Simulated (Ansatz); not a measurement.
**CH$_{7}$BrSi$_{2}$: density, localisation and related maps**

```yaml
atoms:
  - { symbol: Si, position_ang: [0.0784, -0.1258, -0.7933] }
  - { symbol: Br, position_ang: [1.6496, -1.5997, -1.4353] }
  - { symbol: C, position_ang: [0.9128, 1.4719, -0.2829] }
  - { symbol: H, position_ang: [1.5085, 1.8804, -1.1130] }
  - { symbol: H, position_ang: [-0.8087, 0.0994, -1.9741] }
  - { symbol: Si, position_ang: [-1.0842, -1.1481, 0.9652] }
  - { symbol: H, position_ang: [0.1526, 2.2175, 0.0013] }
  - { symbol: H, position_ang: [1.5798, 1.3066, 0.5761] }
  - { symbol: H, position_ang: [-0.1273, -1.4256, 2.0800] }
  - { symbol: H, position_ang: [-1.6949, -2.4304, 0.5031] }
  - { symbol: H, position_ang: [-2.1667, -0.2463, 1.4727] }
```

These are results of RKS PBE0-D4/def2-SVP in Ansatz, not measurements.

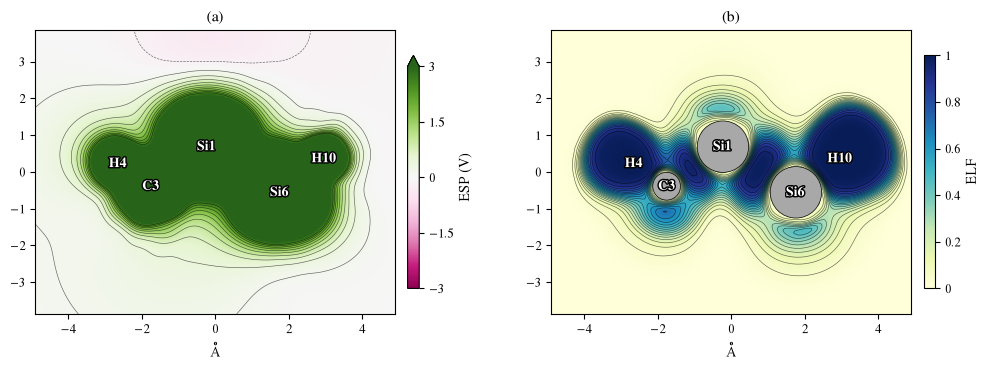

Figure 1. (a) electrostatic potential; (b) electron localisation function on the plane of atoms C3, Si1 and Si6. Grey discs cover the atomic cores in the ELF map.

**Describe what can be read from this map.**

The section cuts through Si, C and H sites. C–Si (1.87 Å): the ELF peaks at about 0.95 between the atoms, as expected for localised, covalent bonding. Si–Si (2.34 Å): the ELF peaks at about 1 between the atoms (localised, covalent bonding). C–H (1.10 Å): the ELF climbs to about 1 towards the hydrogen, as it does in any bond to H; an ordinary covalent bond to hydrogen. Si–H (1.49 Å): the ELF climbs to about 1 towards the hydrogen. Outside the dense part of the molecule the potential is most negative (−0.3 V) near Br2, which lies off the plane.

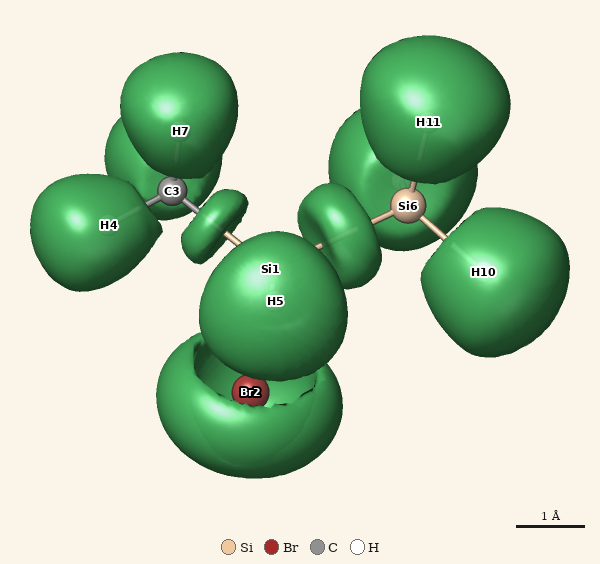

Figure 2. Isosurface of the electron localisation function at 0.8 (green), seen across its widest extent. Only the valence region is drawn (cores and ρ < 0.01 e/Å³ removed).

**What do the ELF domains correspond to?**

The surface consists of one region between bonded Br–Si atoms (shared pairs), one region between bonded C–Si atoms (shared pairs), one region between bonded Si–Si atoms (shared pairs), seven regions around hydrogen nuclei and one ring or bowl of non-bonding electrons around Br. Profiles from the grid: Si–Br (2.25 Å): the ELF peaks at about 0.85 between the atoms (a shared but strongly polarised pair).

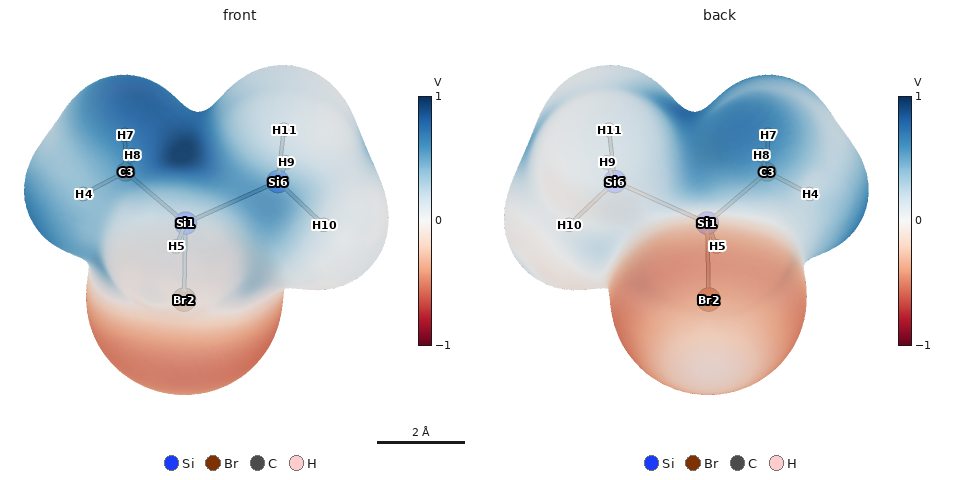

Figure 3. The molecular electrostatic potential painted on the density surface at 0.001 e/bohr³, seen from the front and from behind; the colour scale runs from red (negative) to blue (positive).

**Describe the electrostatic potential map.**

The most negative region (about −0.6 V) lies over Br2, the most positive (about +0.9 V) over Si1.
